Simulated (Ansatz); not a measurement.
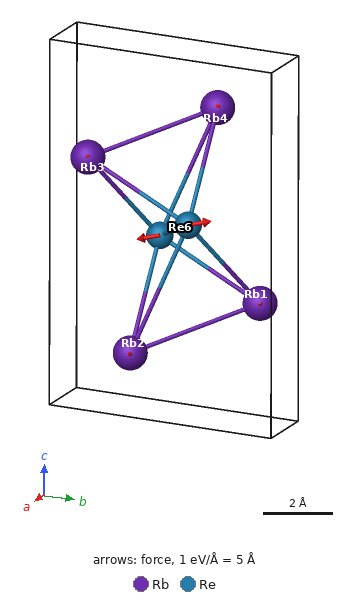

Starting geometry of a crystal of Rb2Re (a generated structure, set up in P-1) (coarse preliminary run) with the computed forces as red arrows. Style: ball-and-stick. Shown: the cell of the calculation, slightly off an axis.

Level of theory: Ansatz 0.2.0, DFT PBE, scalar-relativistic, plane waves, PAW. Settings: plane-wave cutoff 420 eV; k-point mesh 6 × 4 × 2; occupations gaussian; smearing width 0.1 eV; no spin polarisation; cell and atoms relaxed; force threshold 0.04 eV/Å; at most 70 steps.

**Is this structure relaxed? If not, where do the atoms go?**

It isn't relaxed: the largest force vector, on Re atoms, is 0.14 eV/Å. The final displacements have little in common with the starting forces (cosine between the two patterns −0.08). Over 6 accepted moves (7 points after the start) the energy falls by 44.7 meV per atom. The largest force component goes from 0.14 to 0.0025 eV/Å. Pressure: 1.24 GPa at the start and 0.05 GPa at the end. The SCF was repeated once at an unchanged geometry on a basis and grid sized afresh for the cell, which shifted the energy by 1.5 meV per atom at most. The largest moves relative to the cell, 0.23 Å, are those of Rb atoms. By element the largest moves are Rb 0.23 Å, Re 0.11 Å. Cell: a 3.719 → 3.748 Å (+0.8 %), b 6.628 → 7.432 Å (+12.1 %), c 10.778 → 10.715 Å (−0.6 %), α 97.3° → 105.7°, β 90.4° → 89.8°, γ 92.5° → 92.2°. Volume +9.0 %. Among the contacts that change: Rb–Rb 4.087 → 4.537 Å, Rb–Re 3.564 → 4.005 Å, Rb–Rb 4.330 → 4.746 Å, Rb–Re 4.189 → 3.839 Å. The space group stays P-1 (No. 2). Cost: 2.4 min on 1 thread of Arm Neoverse V1, with other jobs on the host, peak memory 0.58 GiB.
